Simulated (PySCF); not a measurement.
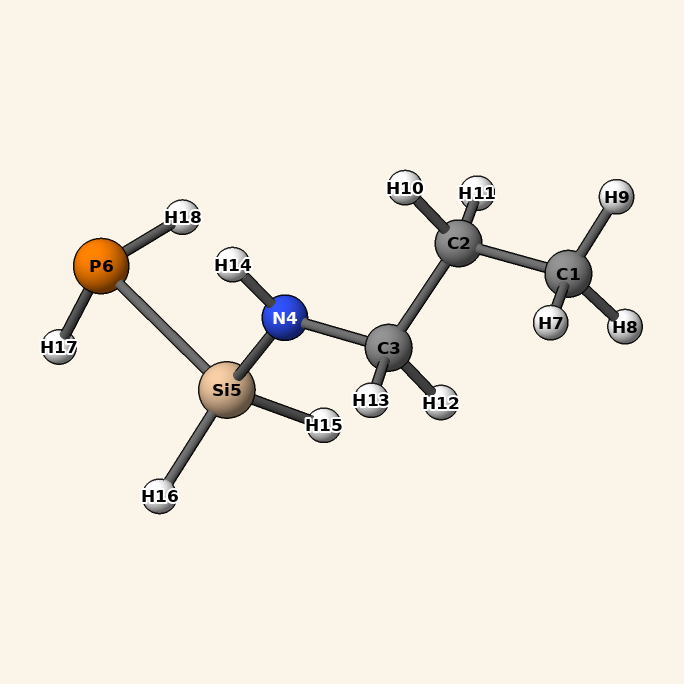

The questions are on isotropic NMR shieldings of the H atoms. The computed structure is the end point of a PBE0-D3(BJ)/def2-SVP optimisation. No frequency run is at hand to confirm it as a minimum. Method: GIAO PBE0/pcSseg-1 NMR shielding, non-relativistic, gas phase (PySCF 2.14.0).

Question: Which H atom is the most shielded (lowest chemical shift)?

Answer: H14 (31.69 ppm).

Question: Which H atom is the least shielded (highest chemical shift)?

Answer: H15 (26.08 ppm).

Question: How wide is the range of H shifts?

Answer: 5.61 ppm.

Give the isotropic NMR shieldings of the H atoms atom by atom.

```csv
atom,σ (ppm)
H7,30.43
H8,30.49
H9,30.13
H10,30.08
H11,29.84
H12,28.86
H13,28.39
H14,31.69
H15,26.08
H16,26.10
H17,29.79
H18,29.34
```
